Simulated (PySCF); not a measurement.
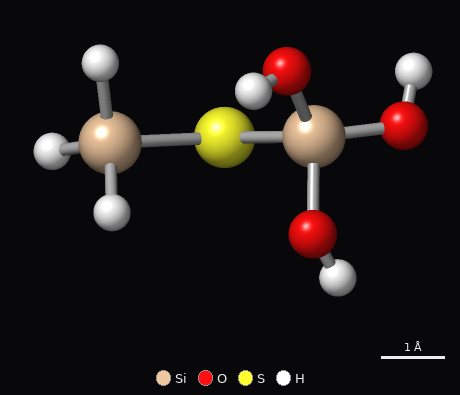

Starting structure of Si$_{2}$H$_{6}$SO$_{3}$. A ball-and-stick model, seen face on.

The start comes from GFN2-xTB. Its atoms were then displaced at random by about 0.03 Å.

Level of theory: PySCF, PBE0-D3(BJ)/def2-SVP geometry optimisation, gas phase.

```xyz
12

Si    0.0379   -0.0308    1.1436
O    -0.6988    1.5095    1.0891
O    -0.3608   -0.6355    2.5423
O     1.6646    0.2086    0.8643
S    -0.9133   -1.2373   -0.4128
Si   -0.1171   -0.3435   -2.1669
H    -1.5428    1.6362    1.4169
H     0.0264   -1.5076    2.7200
H     1.8847    0.9068    0.3605
H    -0.8414   -1.0514   -3.1828
H    -0.3732    1.0737   -2.1303
H     1.3494   -0.6115   -2.1930
```

Predict the outcome.

Answer. The largest move after the best rigid fit is that of O4, 0.63 Å. By element the largest moves are O 0.63 Å, H 0.62 Å, S 0.34 Å, Si 0.25 Å. Some distances before and after: O4–H9 0.889 → 0.963 Å, Si1–O3 1.575 → 1.649 Å, Si1–O2 1.708 → 1.647 Å, Si6–H10 1.435 → 1.492 Å. Among the angles between lasting bonds that change: O2–Si1–S5 106.7° → 116.4°, O4–Si1–S5 112.6° → 105.4°, H10–Si6–H11 114.4° → 109.2°. Groups turn about Si1–O4 by about 55°, Si1–S5 by about 30°, Si1–O3 by about 25°. Over 17 geometry steps the energy falls by 69.4 kJ/mol.

Final geometry:

```xyz
12

Si   -0.1235    0.1405    1.0488
O    -0.7652    1.6150    1.4049
O    -0.1013   -0.7107    2.4609
O     1.3529    0.4513    0.3759
S    -1.1715   -1.0235   -0.3956
Si    0.0001   -0.5247   -2.1406
H    -1.4950    1.6237    2.0313
H     0.0117   -1.6624    2.3775
H     1.7265    1.3125    0.5921
H    -0.7747   -1.1112   -3.2734
H     0.1022    0.9500   -2.3269
H     1.3533   -1.1431   -2.1038
```

The end point in the same view:

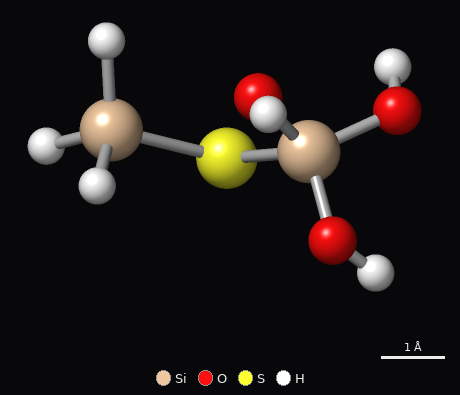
